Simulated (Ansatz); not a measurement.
## Fields on a plane of CsCdCl3 (cubic perovskite)

```
CsCdCl3
1.0
    5.25786     0.00000     0.00000
    0.00000     5.25786     0.00000
    0.00000     0.00000     5.25786
Cs Cd Cl
1 1 3
Cartesian
  0.00000   0.00000   0.00000
  2.62893   2.62893   2.62893
  0.00000   2.62893   2.62893
  2.62893   0.00000   2.62893
  2.62893   2.62893   0.00000
```

The slice is a {100} plane (indices of the conventional cell) through the point (0.000, 0.500, 0.500) (fractional), spanned by u = [100] and v = [010] in vectors of this cell: u (5.26 Å) and v (5.26 Å, at 90° to u). It covers one period; positions are fractions (u, v).

Atoms on it: Cd at (0.50, 0.00); Cl at (0.00, 0.00); Cl at (0.50, 0.50).

Method: r2SCAN (plane waves to 500 eV, PAW, scalar-relativistic; Ansatz, a program for electronic structure). k mesh 6×6×6. Near the nuclei the fields are pseudised (PAW); where an atom keeps semicore shells as valence, they peak there. CsCdCl3 was relaxed with its symmetry unable to fall.

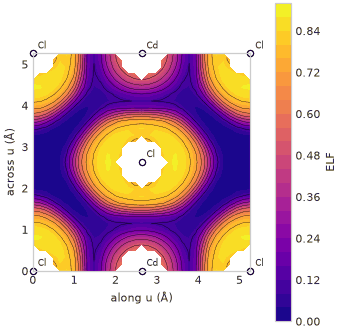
Fig. 1. Electron localisation function (ELF), one period of the plane, atoms marked. Points within 0.5 Å of a nucleus are left white, as the pseudised field means little there.

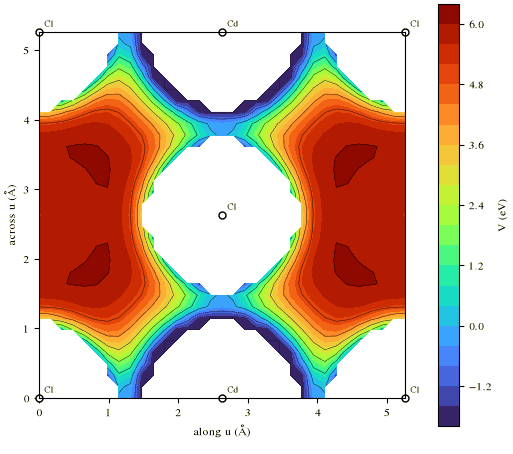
*Electrostatic potential energy of an electron, from the cell's mean, in eV, one period of the plane, atoms marked. Points within 1 Å of a nucleus are left white, as the pseudised field means little there. Values under -2 eV are set to -2. The zero, the cell's mean, hangs on the PAW cores.*
